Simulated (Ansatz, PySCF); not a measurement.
CH2O (SMILES C=O) and GeH4 (SMILES [GeH4]) are pulled apart as rigid monomers along the line of their centres of mass, from the B3LYP-D3(BJ)/def2-TZVP minimum. Starting geometry (charge 0, multiplicity 1):
```xyz
9

C      0.4913    -0.5772     0.3905
O      0.4346     0.4764     0.9614
H      0.7265    -0.6448    -0.6885
H      0.3112    -1.5352     0.9144
Ge    -0.2647     0.0282     4.1148
H     -0.5978    -0.2990     5.5830
H     -0.2466    -1.2925     3.3268
H      1.1145     0.6945     4.0509
H     -1.3432     0.9604     3.5516
```

Interaction energies with rigid monomers; basis-set methods are counterpoise corrected unless marked otherwise.

Cores are frozen in the correlated methods. Filled d and f shells under p-block atoms count as core. Rows in 6-31G* carry no dispersion term and start afresh at each structure (6-31G* with six Cartesian d functions); the Pople sets are all-electron and without relativity. MP2/6-31G* freezes PySCF's default core, which leaves 3d correlated.

Codes used: Ansatz (a program for electronic structure); PySCF for 6-31G* rows, the dispersion terms. 

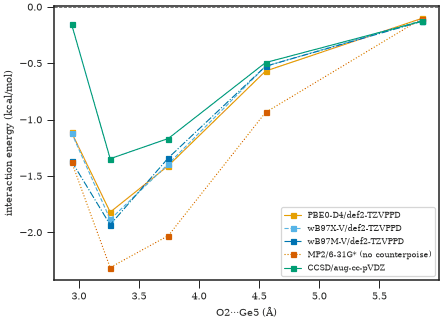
Figure: Interaction energy against separation

Problem. Which level binds most strongly at O2···Ge5 = 3.26, and by how much?

Solution. MP2/6-31G* (no counterpoise), -2.3 kcal/mol.
